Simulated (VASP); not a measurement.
Band structure of GeS (relaxed from the zinc blende structure, space group F-43m). These are PBE GGA, VASP's PBE PAW potentials (set 64) (plane waves; VASP) values and carry that method's errors.

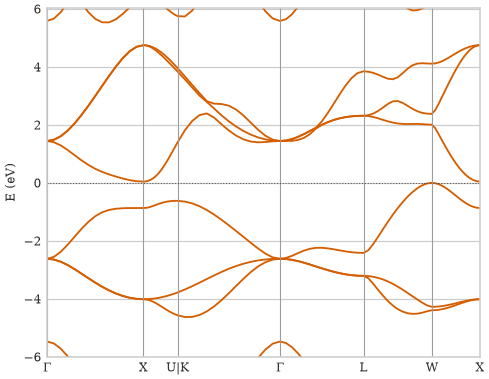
Figure: Bands along high-symmetry lines, zero at the valence-band maximum or, without a gap, the Fermi level

### Question
Read the plot: is there a gap, and where are the band edges?

### Answer
The gap is indirect, 0.04 eV, from the valence maximum at W to the conduction minimum at X. (Edges off the drawn lines would not show.)

The structure was generated: GeS was put into the zinc blende type (F-43m), which need not be its known phase. It was relaxed first, which changed the volume by +61 %.
